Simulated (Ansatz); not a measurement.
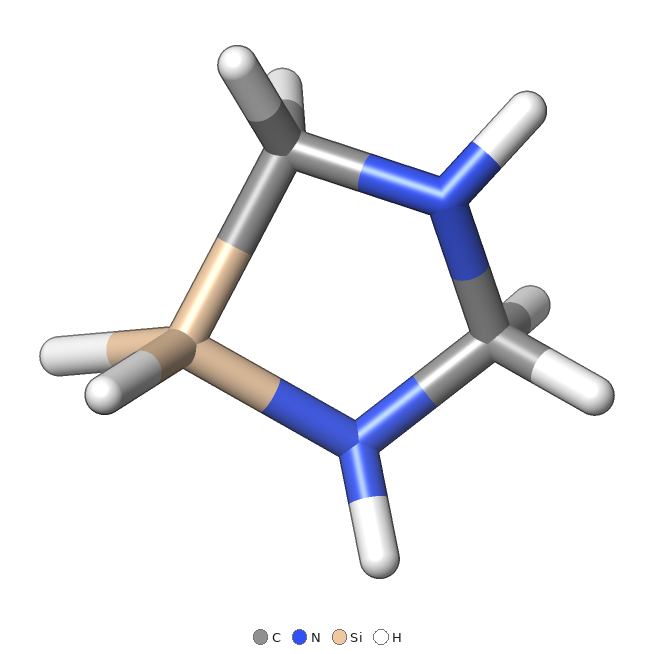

Every bond is drawn as one stick, whatever its order.

Give the formula.

Answer. C₂H₈N₂Si, 13 atoms: 2 carbon, 8 hydrogen, 2 nitrogen and 1 silicon.

Name functional groups in it.

Answer. Among them: secondary amine, Si–H bond, Si–N bond.

Give a SMILES string for it.

Answer. C1NC[SiH2]N1

Give the symmetry (Schoenflies symbol).

Answer. C1.

More results for the same structure follow; atom numbers are the same in all pictures, views and colours differ. Computed geometry: PBE0-D4/def2-TZVP optimisation. No frequency run is at hand to confirm it as a minimum.

## Shape

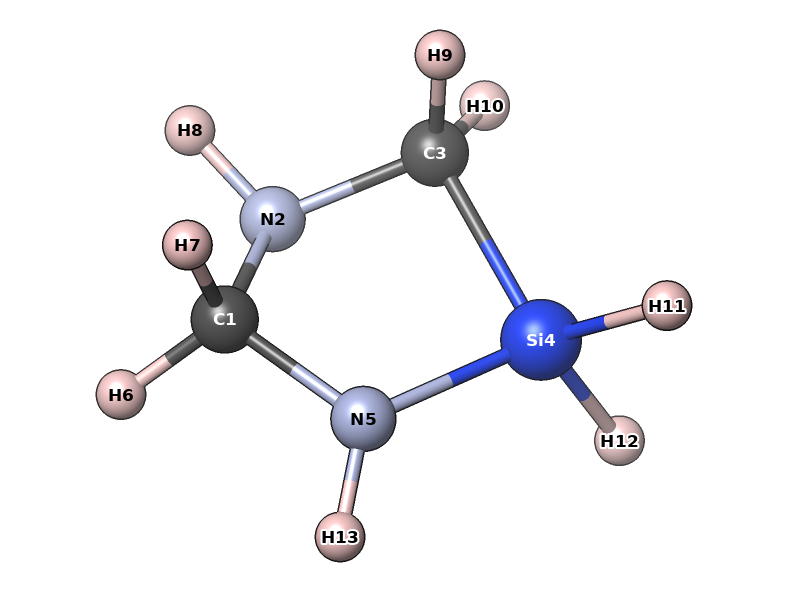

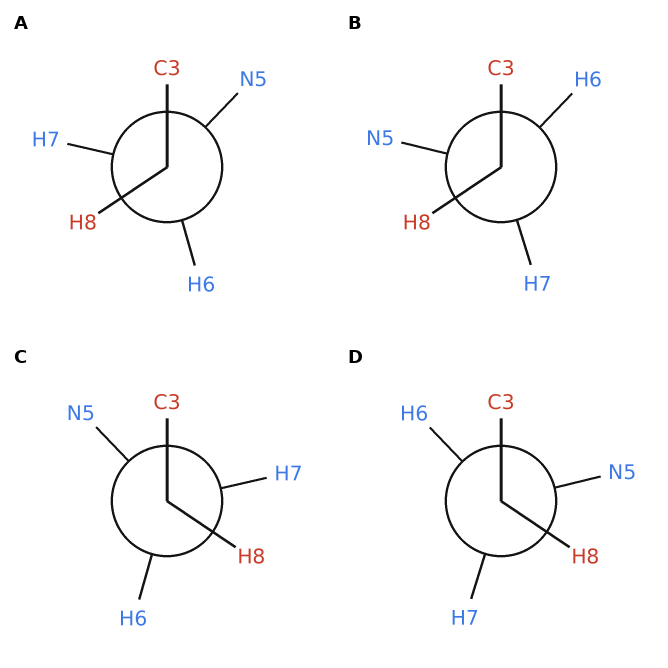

Atoms fade into the background with distance from the viewer. Bonds that would overlap in a projection are set slightly apart. No frequency run is at hand to confirm it as a minimum.

Which Newman projection shows the view along N2–C1, with N2 in front?

Answer. C. The torsion angle C3–N2–C1–N5 is −44°, synclinal (gauche).

## Charges

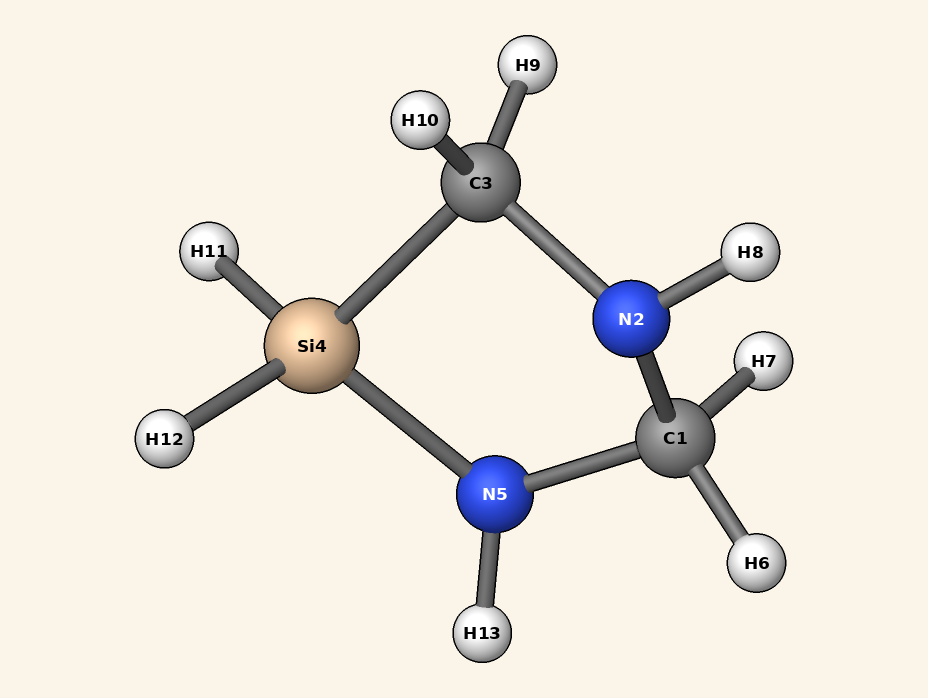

The questions are on Mulliken charges. No frequency run is at hand to confirm it as a minimum. Properties computed with RKS PBE-D4/def2-TZVPP (Ansatz 0.2.0).

Which atom carries the highest charge (most positive or least negative)?

Answer. Si4 (0.32 e).

And the lowest?

Answer. N5 (−0.28 e).

List the Mulliken charges.

```
atom  value (e)
  C1      −0.02
  N2      −0.22
  C3      −0.19
 Si4       0.32
  N5      −0.28
  H6       0.08
  H7       0.06
  H8       0.12
  H9       0.08
 H10       0.10
 H11      −0.09
 H12      −0.09
 H13       0.13
```

## Levels of theory compared

No frequency run is at hand to confirm it as a minimum. Program: Ansatz 0.2.0.

Tabulate HOMO energy (eV), HOMO–LUMO gap (eV) at these levels: B3LYP-D4/def2-TZVPP; PBE-D4/def2-TZVPP; PBE0-D4/def2-TZVPP; r2SCAN-D4/def2-TZVPP; ωB97M-V/def2-TZVPP; ωB97X-V/def2-TZVPP.

| level | HOMO energy (eV) | HOMO–LUMO gap (eV) |
| --- | --- | --- |
| B3LYP-D4/def2-TZVPP | −6.16 | 6.50 |
| PBE-D4/def2-TZVPP | −5.00 | 4.75 |
| PBE0-D4/def2-TZVPP | −6.37 | 6.95 |
| r2SCAN-D4/def2-TZVPP | −5.25 | 5.46 |
| ωB97M-V/def2-TZVPP | −8.72 | 10.82 |
| ωB97X-V/def2-TZVPP | −8.80 | 11.29 |

## Dipole moment

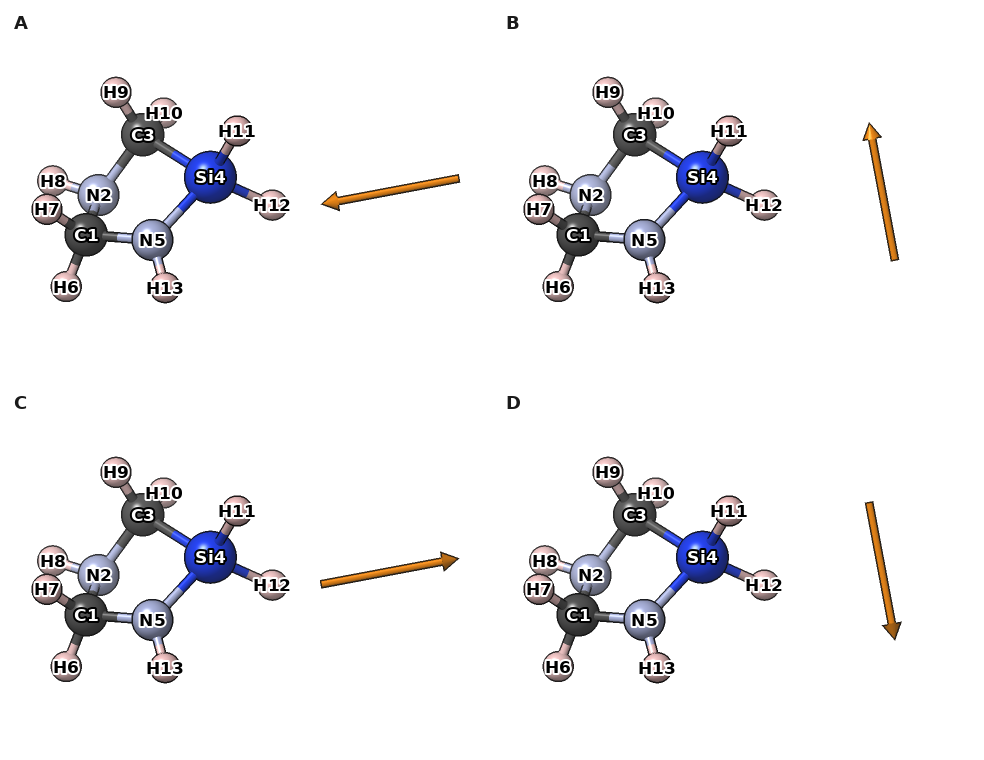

The same molecule four times, each with an arrow. No frequency run is at hand to confirm it as a minimum. Level of theory: RKS PBE0-D4/def2-TZVP (Ansatz 0.2.0).

Which arrow points along the dipole moment, from the negative to the positive end?

Answer. A. The dipole moment is 1.11 D; it points from the side of H12 to the side of H6, H7 (the outermost atoms at the two ends).

Mulliken values depend strongly on the basis set and can even reverse the polarity of a bond.
